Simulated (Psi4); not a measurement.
**CH4AlN (SMILES C#[N+][AlH3-]): a chain of runs**

Wanted: a geometry optimisation (BP86-D3(BJ)/aug-cc-pVDZ), then the harmonic vibrations, then the energy (MP2/cc-pVTZ) of CH4AlN. 

Program for the calculation: Psi4 1.11.

1 further run of the same task is left out (it didn't finish).

## 1. The structure to begin with

The species is CH4AlN (7 atoms), meant as a singlet with charge 0. SMILES: `C#[N+][AlH3-]`. Geometry: a GFN2-xTB relaxation, a rough one for these elements and not checked as a minimum. The run starts from this shape.

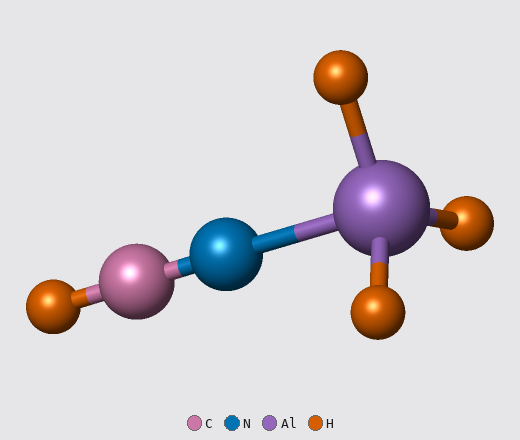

The structure, seen from a chosen angle (carbon pink, nitrogen blue, aluminium purple, hydrogen orange).

## 2. A structure relaxation at BP86-D3(BJ)/aug-cc-pVDZ (density fitting) (run 1)

The input, ch4aln.inp:

```
memory 1600 mb

molecule {
  0 1
  C     -0.725960    -1.719500     0.228770
  N     -0.304390    -0.672260     0.076330
  Al     0.484780     1.150880    -0.155310
  H     -1.120610    -2.692910     0.372220
  H     -0.078600     1.420840    -1.589300
  H     -0.233890     1.806040     1.070950
  H      1.978670     0.706910    -0.003660
  units angstrom
}

set basis aug-cc-pVDZ
set geom_maxiter 60
set level_shift 0.3
set level_shift_cutoff 1e-09
set d_convergence 1e-06
set maxiter 150

optimize("bp86-d3bj2b")
print_variables()
```

The run is started by

```sh
$ psi4 -n 1 ch4aln.inp ch4aln.out
```

ch4aln.out:

```text
[...]
  Running in c1 symmetry.
[...]
  Nuclear repulsion =   83.929207868011247
[...]
  Multiplicity = 1
[...]
  Nalpha       = 15
  Nbeta        = 15
[...]
    Number of basis functions: 109
[...]
   @DF-RKS iter   1:  -337.38935988354768   -4.07813e-01   6.66329e-03 ADIIS/DIIS/SHIFT
[...]
   @DF-RKS iter   5:  -337.67737624440036   -8.10707e-09   4.14357e-07 DIIS/SHIFT
[...]
    Orbital Energies [Eh]
    ---------------------
    Doubly Occupied:
       1A    -55.414399     2A    -14.115951     3A    -10.041062
       4A     -3.910359     5A     -2.518231     6A     -2.511144
       7A     -2.511138     8A     -0.914193     9A     -0.607873
      10A     -0.476008    11A     -0.394464    12A     -0.394461
      13A     -0.318349    14A     -0.236219    15A     -0.236214
[...]
  @DF-RKS Final Energy:  -337.67737624440036
   => Energetics <=
    Nuclear Repulsion Energy =             81.0764208556046384
    One-Electron Energy =                -625.2072102452234503
    Two-Electron Energy =                 238.7817265399456232
    DFT Exchange-Correlation Energy =     -32.3222536487757850
    Empirical Dispersion Energy =          -0.0060597459514198
    VV10 Nonlocal Energy =                  0.0000000000000000
    Total Energy =                       -337.6773762444003637
[...]
 Multipole Moments:
 ------------------------------------------------------------------------------------
     Multipole            Electronic (a.u.)      Nuclear  (a.u.)        Total (a.u.)
 ------------------------------------------------------------------------------------
 L = 1.  Multiply by 2.5417464519 to convert [e a0] to [Debye]
 Dipole X            :         -0.9588959            0.0493682           -0.9095277
 Dipole Y            :         -2.2544502            0.0890905           -2.1653597
 Dipole Z            :          0.2867559           -0.0000853            0.2866706
 Magnitude           :                                                    2.3660523
[...]
  -Total Gradient:
     Atom            X                  Y                   Z
    ------   -----------------  -----------------  -----------------
       1        0.000167115385    -0.000053975825     0.000042535619
       2       -0.000158729241     0.000004097576    -0.000081373914
       3        0.000025840655     0.000052864127     0.000006853936
       4       -0.000043021068     0.000025383349     0.000016492179
       5        0.000009176571     0.000009463300     0.000005843307
       6        0.000006523706     0.000001186297     0.000001904353
       7       -0.000003751542    -0.000023665372     0.000007021082
[...]
    Final optimized geometry and variables:
    Molecular point group: c1
    Full point group: C1
    Geometry (in Angstrom), charge = 0, multiplicity = 1:
    C           -0.765845605614    -1.823951363820     0.240675982322
    N           -0.324235596662    -0.757886389229     0.095266536307
    AL           0.488887986420     1.158270698502    -0.150913487314
    H           -1.179359116746    -2.815146833926     0.376103675169
    H            0.337101750539     1.252457576823    -1.752588730379
    H           -0.568865794740     1.957156777923     0.765885063723
    H            1.946426673547     0.844070957033     0.461508563458
  Variable Map:
  ----------------------------------------------------------------------------
  "BP86-D3(BJ) DISPERSION CORRECTION ENERGY" =>      -0.006059745951
[...]
```

The script printed:

```text
Interior angle of 179.2 for bend B((3, 0, 2)) can't work in good torsion
Interior angle of   0.6 for bend B([0, 3, 2]) can't work in good torsion
Interior angle of   0.6 for bend B([0, 3, 2]) can't work in good torsion
Interior angle of   0.6 for bend B([0, 3, 2]) can't work in good torsion
Optimizer: Optimization complete!
```

It took 88 s on 1 thread of Intel Xeon Platinum 8488C (Sapphire Rapids), shared host; peak memory 0.82 GiB.

Step by step:

| step | energy from the first frame kept (eV) | largest force (eV/Å) |
| --- | --- | --- |
| 0 | 0.0000 | 2.3937 |
| 1 | -0.1168 | 0.2634 |
| 2 | -0.1216 | 0.1886 |
| 3 | -0.1229 | 0.1341 |
| 4 | -0.1239 | 0.0127 |
| 5 | -0.1239 | 0.0093 |

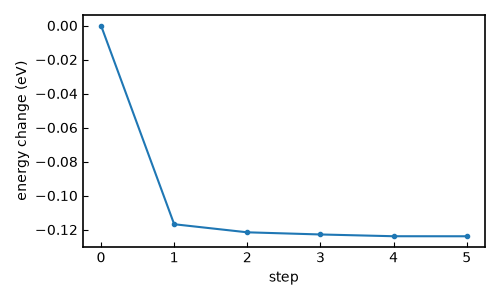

Energy along the run.

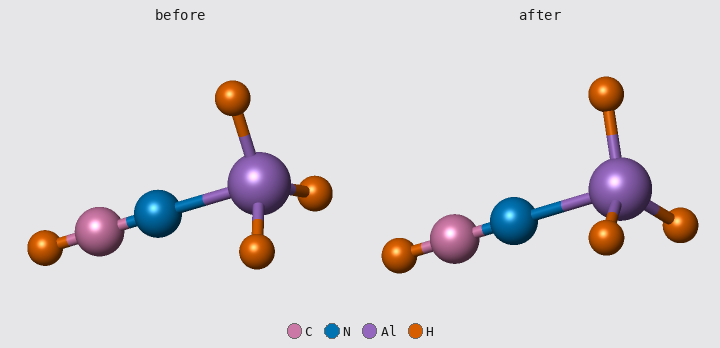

Before and after, at one scale.

After the run. Bond lengths: C1–N2 1.163 Å, N2–Al3 2.096 Å, C1–H4 1.082 Å, Al3–H5 1.612 Å, Al3–H6 1.612 Å, Al3–H7 1.612 Å. Angles: C1–N2–Al3 179.3°, N2–C1–H4 179.9°, N2–Al3–H5 97.7°, N2–Al3–H6 97.6°, N2–Al3–H7 97.4°, H5–Al3–H6 118.3°, H5–Al3–H7 118.3°, H6–Al3–H7 118.3°.

## 3. The harmonic vibrations at BP86-D3(BJ)/aug-cc-pVDZ (density fitting) (run 2)

The input, input.dat:

```
memory 1600 MB

molecule mol {
  0 1
  C     -0.754339    -1.784394     0.231426
  N     -0.312729    -0.718329     0.086017
  Al     0.500394     1.197828    -0.160163
  H     -1.167853    -2.775590     0.366854
  H      0.348608     1.292015    -1.761838
  H     -0.557360     1.996714     0.756636
  H      1.957933     0.883628     0.452259
  symmetry c1
}

set basis aug-cc-pVDZ
set t 600.0
set rotational_symmetry_number 3

frequencies('bp86-d3bj2b')
```

The run is started by

```sh
$ psi4 input.dat output.dat -n 1
```

output.dat (excerpt; [...] marks lines left out):

```text
[...]
  Running in c1 symmetry.
[...]
  Nuclear repulsion =   81.076422914648674
[...]
  Multiplicity = 1
[...]
  Nalpha       = 15
  Nbeta        = 15
[...]
    Number of basis functions: 109
[...]
   @DF-RKS iter   1:  -337.41679257508258   -5.10224e-01   6.36385e-03 ADIIS/DIIS
[...]
   @DF-RKS iter  12:  -337.67737539544811   -1.59162e-12   1.83395e-09 DIIS
[...]
  @DF-RKS Final Energy:  -337.67737539544811
   => Energetics <=
    Nuclear Repulsion Energy =             81.0753160541453326
    One-Electron Energy =                -625.2046141723257051
    Two-Electron Energy =                 238.7801551931591177
    DFT Exchange-Correlation Energy =     -32.3221727788625657
    Empirical Dispersion Energy =          -0.0060596915642419
    VV10 Nonlocal Energy =                  0.0000000000000000
    Total Energy =                       -337.6773753954481094
[...]
 Multipole Moments:
[...]
  -Total Gradient:
     Atom            X                  Y                   Z
    ------   -----------------  -----------------  -----------------
       1        0.000166481924    -0.000056282350     0.000042348300
       2       -0.000161572340     0.000007134577    -0.000081452956
       3        0.000274557206    -0.000072426671    -0.000057073245
       4       -0.000041747922     0.000025609245     0.000016405134
       5        0.000052583780    -0.000009754262    -0.000001898095
       6       -0.000145371733     0.000113119125     0.000157759014
       7       -0.000139669678     0.000006070068    -0.000081465061
[...]
  ==> Harmonic Vibrational Analysis <==
[...]
  Freq [cm^-1]                 149.1528            155.3388            296.8673
[...]
  IR activ [km/mol]             8.2133              9.6417              3.3689
[...]
  Freq [cm^-1]                 477.4539            482.3929            676.6305
[...]
  IR activ [km/mol]            29.4870             27.5645             26.5779
[...]
  Freq [cm^-1]                 676.9384            707.1423            726.9390
[...]
  IR activ [km/mol]            26.2212             402.8469            158.8687
[...]
  Freq [cm^-1]                 729.6491           1805.9953           1806.5261
[...]
  IR activ [km/mol]            159.8023            257.8724            256.2873
[...]
  Freq [cm^-1]                1816.1272           2141.3684           3370.9270
[...]
  IR activ [km/mol]            20.4991              7.9164             183.8952
[...]
```

Standard output:

```text
Warning: used thermodynamics relations inappropriate for low-frequency modes: ['149.1528' '155.3388' '296.8673' '477.4539' '482.3929']
```

Wall time 10 min (1 thread of Intel Xeon Platinum 8488C (Sapphire Rapids), shared host); peak memory 0.81 GiB.

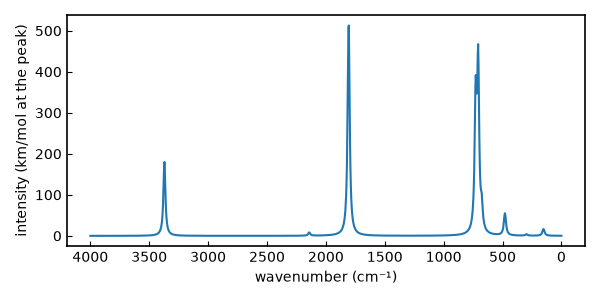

Harmonic infrared spectrum, unscaled, lines broadened by 10 cm⁻¹.

## 4. The energy at MP2/cc-pVTZ (density fitting, density fitting for correlation) (run 3)

The input, ch4aln.py:

```python
import psi4

psi4.set_memory('1600 MB')
psi4.set_num_threads(1)
psi4.set_output_file('psi4.out', False)

mol = psi4.geometry("""
0 1
C     -0.754339    -1.784394     0.231426
N     -0.312729    -0.718329     0.086017
Al     0.500394     1.197828    -0.160163
H     -1.167853    -2.775590     0.366854
H      0.348608     1.292015    -1.761838
H     -0.557360     1.996714     0.756636
H      1.957933     0.883628     0.452259
symmetry c1
""")

psi4.set_options(dict(basis='cc-pVTZ', freeze_core=True))

e_tot, wfn = psi4.energy('mp2', return_wfn=True)
print('E =', round(e_tot, 9))
```

The run is started by

```sh
$ python ch4aln.py
```

psi4.out:

```text
[...]
  Running in c1 symmetry.
[...]
  Nuclear repulsion =   81.076422914648674
[...]
  Multiplicity = 1
[...]
  Nalpha       = 15
  Nbeta        = 15
[...]
    Number of basis functions: 150
[...]
   @DF-RHF iter   1:  -336.50293015486318   -1.24967e+00   2.32004e-03 DIIS/ADIIS
[...]
   @DF-RHF iter  10:  -336.57166168899113   -1.50067e-11   3.56052e-09 DIIS
[...]
    Orbital Energies [Eh]
    ---------------------
    Doubly Occupied:
       1A    -58.430559     2A    -15.673090     3A    -11.377971
       4A     -4.844510     5A     -3.160131     6A     -3.157863
       7A     -3.157863     8A     -1.305235     9A     -0.873406
      10A     -0.724644    11A     -0.568897    12A     -0.568887
      13A     -0.495516    14A     -0.385544    15A     -0.385482
[...]
  @DF-RHF Final Energy:  -336.57166168899113
   => Energetics <=
    Nuclear Repulsion Energy =             81.0764229146486741
    One-Electron Energy =                -625.0769730618501399
    Two-Electron Energy =                 207.4288884582103378
    Total Energy =                       -336.5716616889911279
[...]
 Multipole Moments:
 ------------------------------------------------------------------------------------
     Multipole            Electronic (a.u.)      Nuclear  (a.u.)        Total (a.u.)
 ------------------------------------------------------------------------------------
 L = 1.  Multiply by 2.5417464519 to convert [e a0] to [Debye]
 Dipole X            :         -1.1250331            0.0493678           -1.0756653
 Dipole Y            :         -2.6484714            0.0890898           -2.5593817
 Dipole Z            :          0.3382075           -0.0000845            0.3381230
 Magnitude           :                                                    2.7967512
[...]
```

The script printed:

```text
E = -337.020359765
```

Run time: 6.3 s. Hardware: 1 thread of Intel Xeon Platinum 8488C (Sapphire Rapids), shared host; peak memory 0.34 GiB.

## 5. Summary of results

| quantity | value |
| --- | --- |
| run 1, BP86-D3(BJ)/aug-cc-pVDZ: total energy at the end | -337.67738 Eh |
| run 1, BP86-D3(BJ)/aug-cc-pVDZ: dipole moment | 6.01 D |
| run 1, BP86-D3(BJ)/aug-cc-pVDZ: HOMO energy | -6.43 eV |
| run 1, BP86-D3(BJ)/aug-cc-pVDZ: dispersion energy | -15.91 kJ/mol |
| run 2, BP86-D3(BJ)/aug-cc-pVDZ: lowest harmonic wavenumber | 149 cm⁻¹ |
| run 2, BP86-D3(BJ)/aug-cc-pVDZ: highest harmonic wavenumber | 3371 cm⁻¹ |
| run 2, BP86-D3(BJ)/aug-cc-pVDZ: zero-point energy | 95.8 kJ/mol |
| run 2, BP86-D3(BJ)/aug-cc-pVDZ: ideal-gas entropy at 600 K (symmetry number 3 as used) | 85.2 cal/(mol K) |
| run 3, MP2/cc-pVTZ: total energy | -337.02036 Eh |
| run 3, MP2/cc-pVTZ: HOMO energy (Hartree–Fock orbitals) | -10.49 eV |
| run 3, MP2/cc-pVTZ: LUMO energy (Hartree–Fock orbitals) | 2.55 eV |
| run 3, MP2/cc-pVTZ: HOMO–LUMO gap (Hartree–Fock orbitals) | 13.04 eV |
| run 3, MP2/cc-pVTZ: correlation energy (7 core orbitals frozen) | -448.7 mEh |

**Reading.** The optimisation (run 1, BP86-D3(BJ)/aug-cc-pVDZ) took 6 steps and changed the energy by -0.124 eV. All 15 modes (run 2, BP86-D3(BJ)/aug-cc-pVDZ) are real, so the shape is a minimum at this level.
